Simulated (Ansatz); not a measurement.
**[CF2]+ (SMILES F[C+]F) at 5 levels**

We compute a comparison of 5 runs (UHF/STO-3G, UHF/3-21G, UHF/def2-SVP, UB3LYP/6-31G*, UCCSD(T)/STO-3G) of [CF2]+. 

The calculation is run with Ansatz 0.2.0.

9 further runs of the same task are left out: 3 for a known fault of the program, 6 set aside as unsound or not needed. Runs told in other sessions of the task aren't counted.

## 1. The molecule

[CF2]+: 3 atoms, total charge +1, spin state doublet. As SMILES, `F[C+]F`. Geometry: relaxed at PBE0-D4/def2-TZVP.

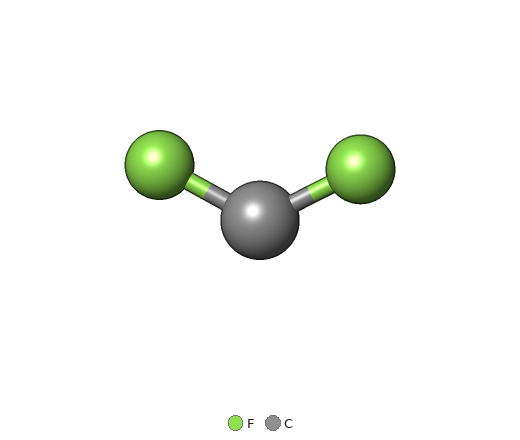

The structure, seen from a chosen angle (fluorine green, carbon grey).

## 2. Energy and gradient at UHF/STO-3G (run 1)

in.yaml reads:

```yaml
crystal:
  periodic: [false, false, false]
  atoms:
    - {symbol: F, position_ang: [0.379110, 0.972980, 0.316190]}
    - {symbol: C, position_ang: [0.275710, -0.221360, 0.127270]}
    - {symbol: F, position_ang: [-0.654830, -0.751620, -0.443470]}
basis:
  gaussian: {orbitals: STO-3G}
total_charge: 1
magnetization: {spin_polarized: true, initial_magnetization: 1}
hamiltonian: {xc: hf}
accuracy: high
output: {forces: true, orbitals: {seedname: orbitals}}
```

On the command line:

```
ansatz run in.yaml --threads 1 --pin off --max-ram 3480MiB --events-out events.jsonl --progress --plain --runs-dir runs
```

Output:

```text
Warning: RAYON_NUM_THREADS=1 ignored (pool sized by the plan → 1); use --threads N
Functional definition: HF
  name "HF"
  exchange = exact_x
  correlation = 0
252 factors; integrals over basis functions are off by at most 3.9e-8 eV
mean field evaluation 1: about -6339.0686 eV, gradient 2.3e1 eV
mean field evaluation 2: about -6339.1573 eV, gradient 2.3e1 eV
mean field evaluation 4: about -6342.7318 eV, gradient 1.8e0 eV
mean field evaluation 8: about -6342.7904 eV, gradient 3.0e-4 eV
mean field evaluation 16: about -6342.7872 eV, gradient 2.7e-8 eV
mean field -6342.78718579 eV, -233.0931297820 hartree, gradient 2.7e-8 eV, S^2 0.757280; 0 other end points of the search recorded, 0 dependent functions left out
the calculation of the forces begins
reference -6342.78718579 eV, -233.0931297820 hartree; 12, 11 occupied and 3, 4 virtual orbitals, 252 factors
Total energy: -6342.78718579 eV, -233.0931297820 hartree
Atom 0 at     0.379110     0.972980     0.316190 Å, force     0.567943     5.409752     0.910523 eV/Å
Atom 1 at     0.275710    -0.221360     0.127270 Å, force     3.612065    -2.899980     1.667384 eV/Å
Atom 2 at    -0.654830    -0.751620    -0.443470 Å, force    -4.180008    -2.509772    -2.577907 eV/Å
Dipole moment:     0.161333    -0.129528     0.074474 e Å
```

Wall time 0.12 s (1 thread of Arm Neoverse V2, shared host).

## 3. Energy and gradient at UHF/3-21G (run 2)

job.yaml reads:

```yaml
crystal:
  periodic: [false, false, false]
  atoms:
    - {symbol: F, position_ang: [0.379110, 0.972980, 0.316190]}
    - {symbol: C, position_ang: [0.275710, -0.221360, 0.127270]}
    - {symbol: F, position_ang: [-0.654830, -0.751620, -0.443470]}
basis:
  gaussian:
    orbitals: 3-21G.json
total_charge: 1
magnetization:
  spin_polarized: true
  initial_magnetization: 1
hamiltonian:
  xc: hf
accuracy: high
output:
  forces: true
  orbitals: {seedname: orbitals}
```

The basis set 3-21G is read from a file made from the Basis Set Exchange's data (not shown).

On the command line:

```
ansatz run job.yaml --threads 1 --pin off --max-ram 3480MiB --events-out events.jsonl --progress --plain --runs-dir runs
```

Output, cut to the lines that bear on the results:

```text
Warning: RAYON_NUM_THREADS=1 ignored (pool sized by the plan → 1); use --threads N
[... 2 set-up lines as earlier in the session ...]
[...]
523 factors; integrals over basis functions are off by at most 3.0e-9 eV
[...]
mean field -6393.96172528 eV, -234.9737594211 hartree, gradient 5.3e-8 eV, S^2 0.756159; 0 other end points of the search recorded, 0 dependent functions left out
[...]
reference -6393.96172528 eV, -234.9737594211 hartree; 12, 11 occupied and 15, 16 virtual orbitals, 523 factors
Total energy: -6393.96172528 eV, -234.9737594211 hartree
Atom 0 at     0.379110     0.972980     0.316190 Å, force     0.311442     2.239039     0.418890 eV/Å
Atom 1 at     0.275710    -0.221360     0.127270 Å, force     1.391878    -1.117482     0.642512 eV/Å
Atom 2 at    -0.654830    -0.751620    -0.443470 Å, force    -1.703319    -1.121557    -1.061402 eV/Å
Dipole moment:     0.262964    -0.211123     0.121388 e Å
```

Wall time 0.22 s (1 thread of Arm Neoverse V2, shared host).

Runs 3 to 4 aren't shown in full; the table further down has their settings and results.

## 4. Energy and forces at UCCSD(T)/STO-3G (run 5)

molecule.yaml reads:

```yaml
basis:
  gaussian:
    orbitals: STO-3G
crystal:
  periodic: [false, false, false]
  atoms:
    - symbol: F
      position_ang: [0.379110, 0.972980, 0.316190]
    - symbol: C
      position_ang: [0.275710, -0.221360, 0.127270]
    - symbol: F
      position_ang: [-0.654830, -0.751620, -0.443470]
total_charge: 1
magnetization:
  spin_polarized: true
  initial_magnetization: 1
correlation:
  method: ccsd_t
  frozen_orbitals: {C: 1, F: 1}
accuracy: high
scf:
  omitted_lower_state_checks: [cluster_reference, increment]
output: {forces: true, orbitals: {seedname: orbitals}}
```

On the command line:

```
ansatz run molecule.yaml --threads 1 --pin off --max-ram 3480MiB --events-out events.jsonl --progress --plain --runs-dir runs
```

Output, cut to the lines that bear on the results:

```text
Warning: RAYON_NUM_THREADS=1 ignored (pool sized by the plan → 1); use --threads N
[... 2 set-up lines as earlier in the session ...]
[...]
252 factors; integrals over basis functions are off by at most 3.9e-8 eV
[...]
mean field -6342.78718579 eV, -233.0931297820 hartree, gradient 2.7e-8 eV, S^2 0.757280; 0 other end points of the search recorded, 0 dependent functions left out
3 core orbitals not correlated: weight in the atoms' cores, before any rotation towards them, 1.000 or more for the frozen orbitals, at most 0.000 for the correlated occupied ones
reference -6342.78718579 eV, -233.0931297820 hartree; 9, 8 occupied and 3, 4 virtual orbitals, 252 factors
second order -3.03326167 eV of doubles, -0.00000000 eV of singles
cycle   1  -3.03694313 eV  change   -3.7e-3 eV  update   1.1e-1
[...]
cycle  19  -3.39541893 eV  change   -1.4e-9 eV  update   2.1e-9
perturbative correction -0.32567958 eV, -0.0119685037 hartree
[...]
Total energy: -6346.50828429 eV, -233.2298776299 hartree
Atom 0 at     0.379110     0.972980     0.316190 Å, force     0.837035     7.811261     1.324064 eV/Å
Atom 1 at     0.275710    -0.221360     0.127270 Å, force     5.192630    -4.168952     2.396997 eV/Å
Atom 2 at    -0.654830    -0.751620    -0.443470 Å, force    -6.029665    -3.642309    -3.721061 eV/Å
Dipole moment:     0.076740    -0.061611     0.035424 e Å
Checks for a lower state left out: cluster_reference, increment
```

Run time: 0.4 s. Hardware: 1 thread of Arm Neoverse V2, shared host.

## 5. All runs side by side

```csv
run,level,Cartesian functions,frozen core orbitals,energy (Eh),HOMO energy (eV),LUMO energy (eV),⟨S²⟩,wall time
1,UHF/STO-3G,no,–,-233.093130,-22.53,-6.08,0.757,0.12 s
2,UHF/3-21G,no,–,-234.973759,-24.86,-8.38,0.756,0.22 s
3,UHF/def2-SVP,no,–,-236.092016,-24.86,-8.03,0.755,0.54 s
4,UB3LYP/6-31G* (Cartesian functions),yes,–,-237.284077,-18.66,-13.54,0.752,3.3 s
5,UCCSD(T)/STO-3G,no,3,-233.229878,-22.53,-6.08,0.757,0.4 s
```

## 6. Outcome

| quantity | value |
| --- | --- |
| run 5: total energy | -233.22988 Eh |
| run 5: HOMO energy (Hartree–Fock orbitals) (highest over α and β) | -22.53 eV |
| run 5: LUMO energy (Hartree–Fock orbitals) (lowest over α and β) | -6.08 eV |
| run 5: correlation energy (3 core orbitals frozen) | -136.7 mEh |
| run 5: (T) correction | -11.97 mEh |
| run 5: ⟨S²⟩ of the reference determinant | 0.757 |
| run 5: T1 diagnostic | 0.023 |
| run 5: largest force on an atom | 7.967 eV/Å |

What this shows: In runs 1, 5 the basis is minimal, so the values are rough. All runs together took 4.6 s, the longest 3.3 s.
